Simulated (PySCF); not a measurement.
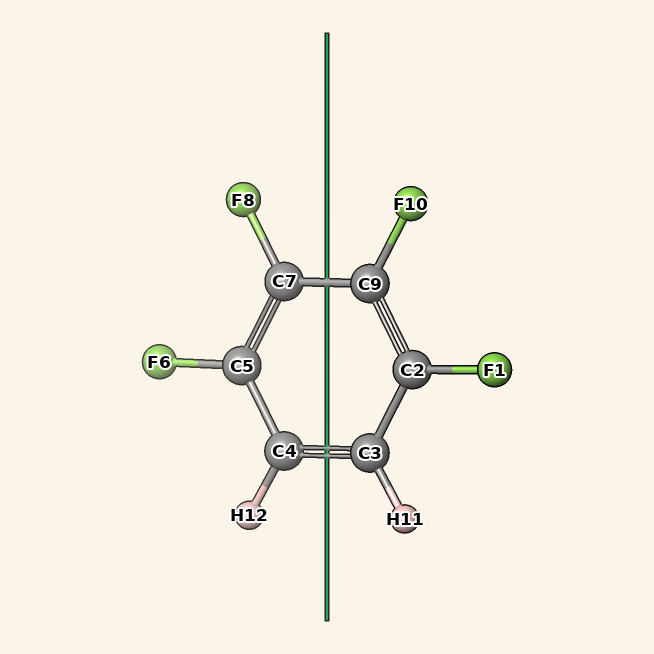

A line through the centre of mass is drawn in. Depth is shown by fading: the farther an atom, the more it takes the colour of the background. Computed geometry: PBE0-D3(BJ)/def2-TZVP optimisation. No frequency run is at hand to confirm it as a minimum.

Is the line a proper rotation axis of the structure, and of what order?

Answer. Yes, a C2 axis. A turn by 180° leaves no atom in place and moves F1 ↔ F6; C2 ↔ C5; C3 ↔ C4; C7 ↔ C9; F8 ↔ F10; H11 ↔ H12. The point group is C2v.
